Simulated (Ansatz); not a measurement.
γ-surface for LiF (rock salt)

Generalised stacking fault of LiF (rock salt) on the {110} plane. The cell below holds the perfect crystal with the plane normal along z; tilting its third vector by the shift puts one fault into each cell, between planes 1.41 Å apart, at fixed cell height.

```
LiF
1.0
    2.82150     0.00000     0.00000
    0.00000     3.99020     0.00000
    1.41075     1.99510     4.23224
F Li
3 3
Cartesian
  1.17562   1.66258   3.52687
  1.17562   1.66258   0.70537
  2.58637   3.65768   2.11612
  1.17562   3.65768   3.52687
  1.17562   3.65768   0.70537
  2.58637   1.66258   2.11612
```

In-plane vectors a = (2.821, 0.000) Å, b = (0.000, 3.990) Å, area 11.26 Å². The shift is x·a + y·b, and the map repeats with period 1 in x and y. The shift is rigid: no atom relaxes. γ = [E(shift) − E(0)] / area.

Computed with r2SCAN (plane waves to 500 eV, PAW, scalar-relativistic; Ansatz, a first-principles code). k mesh 10×10×10 (Γ-centred), Fermi-Dirac smearing 0.05 eV. E is the zero-smearing estimate. Compression counts positive. Points where atoms come too close for the PAW data are left out (x in tables, blank in figures). Faults lie only 4.2 Å apart, and holding the cell height and the atoms raises γ above its relaxed value. LiF was relaxed with its symmetry unable to fall. The zero of γ is zero shift.

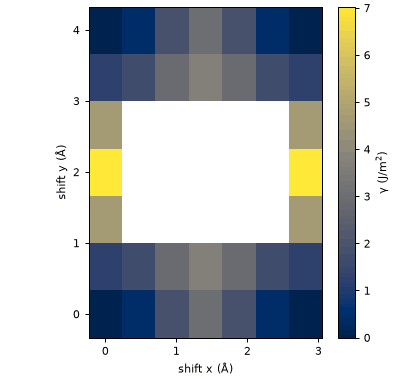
Figure. γ (J/m²) over one surface cell, drawn in its true shape from a 6×6 grid (a along the lower edge).

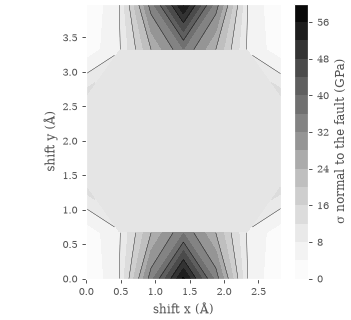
Fig. 1. σ normal to the fault (GPa) over one surface cell, drawn in its true shape from a 6×6 grid (a along the lower edge).

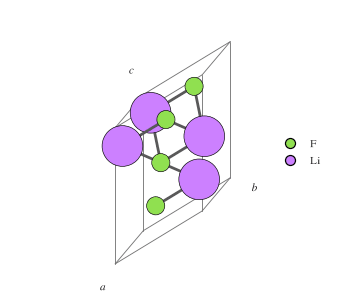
Figure. The cell of the calculation at x = 0.000, y = 0.500.

The highest γ on the easiest grid path from zero shift to a (an upper estimate of the barrier on so coarse a grid) is 3.02 J/m². Local minima besides zero shift: no grid point is one. Lowest place on the grid: x = 0.000, y = 0.000 (0 mJ/m²).

(The slope of γ gives the shear force per area between the displaced halves; near zero shift its curvature is an elastic stiffness.)
